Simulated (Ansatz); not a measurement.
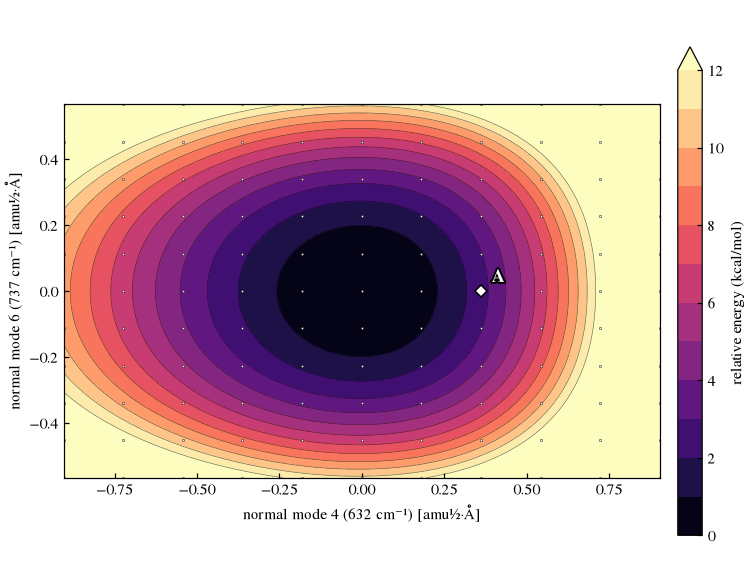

C2H3Si, SMILES [C]1=C[SiH2]1, spin multiplicity 2. First axis: normal mode 4 (632 cm⁻¹). Second axis: normal mode 6 (737 cm⁻¹). Nothing is relaxed (straight displacements along the two mass-weighted modes). Grid: 11 × 11 points; 67 points were computed and 54 follow by symmetry. Points are written as (first, second). Energies: kcal/mol, counted from the lowest grid point. Level of theory: UKS PBE0-D4/def2-TZVP (Ansatz 0.2.0).

Drawn: filled contours, dots at the grid points, one colour for all values above the top of the scale, the point A. Between grid points the surface is interpolated.

Question: Which way does the force act at A, and how strong is it?

Answer: A, at (0.362 amu½·Å, 0.000 amu½·Å), is not a stationary point. The computed force is 16 kcal/mol for each amu½·Å towards smaller values of normal mode 4 (632 cm⁻¹) and nearly zero along normal mode 6 (737 cm⁻¹).
